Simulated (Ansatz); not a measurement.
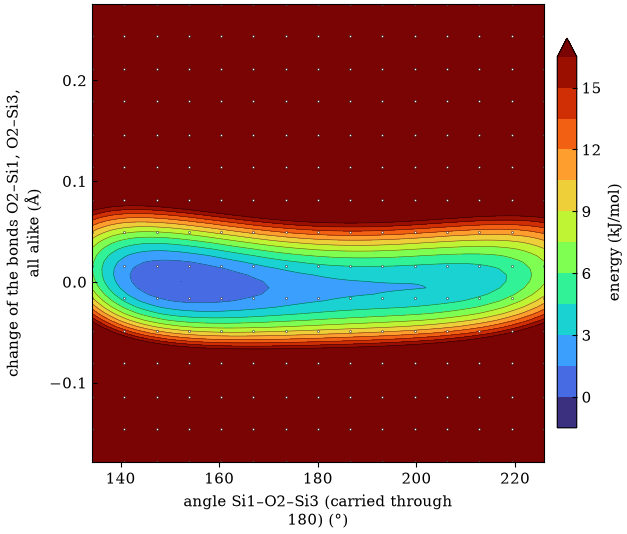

H4OSi2, SMILES [SiH]O[SiH3]. Coordinates scanned: (1) angle Si1–O2–Si3 (carried through 180); (2) change of the bonds O2–Si1, O2–Si3, all alike. Nothing is relaxed (all other coordinates rigid). The scan uses a 15 × 15 grid. Points are written as (first, second). Energies are in kJ/mol, from the relaxed molecule at the same level. Level of theory: RHF/def2-TZVP (Ansatz).

In the figure: filled contours, dots at the grid points, one colour for all values above the top of the scale. Between grid points the surface is interpolated.

Question: Estimate the position of the minimum and the force constants in these coordinates.

Answer: The interpolated minimum is at the first coordinate ≈ 152.3°, the second coordinate ≈ 0.000 Å. The curvatures there are about 0.7 eV/rad² and 74 eV/Å², with a cross term of about 2 eV/(rad·Å). Round the minimum the valley is somewhat tilted: raising the first coordinate shifts the best value of the second coordinate downwards (coupling k₁₂/√(k₁₁k₂₂) about 0.3). (1 eV is 96.5 kJ/mol.)
